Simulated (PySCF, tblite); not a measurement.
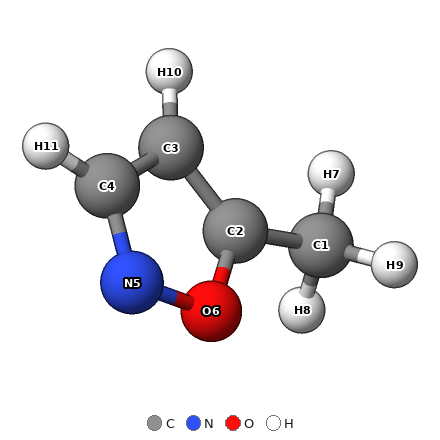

C₄H₅NO (5-methylisoxazole), SMILES Cc1ccno1. Vertical core-electron binding energies by ΔSCF (SCAN, pcX-2 on the ionised atom, pcseg-1 elsewhere, spin-free X2C; PySCF, at a GFN2-xTB geometry (a minimum by its frequencies)), gas phase, against the vacuum level. One atom of each kind was ionised; within a panel, areas follow the number of like atoms, Gaussians of 1.0 eV full width. Only the regions named are shown. Lines closer than the width merge in the curve.

> Predict the C 1s photoelectron lines.

```
level  atoms  binding energy (eV)
 C 1s     C2                292.4
 C 1s     C1                291.6
 C 1s     C4                291.5
 C 1s     C3                290.7
```

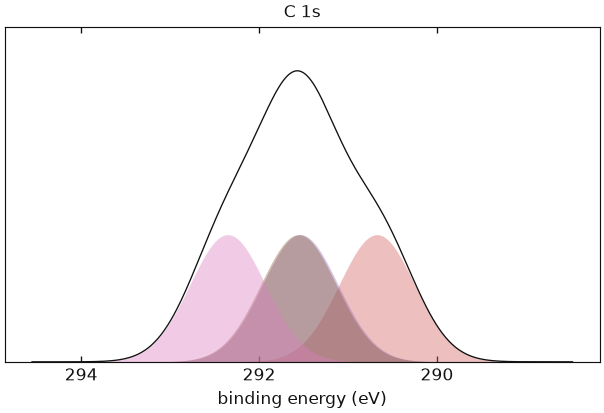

Caveats: the tight-binding geometry is rougher than a DFT one and adds to the error.
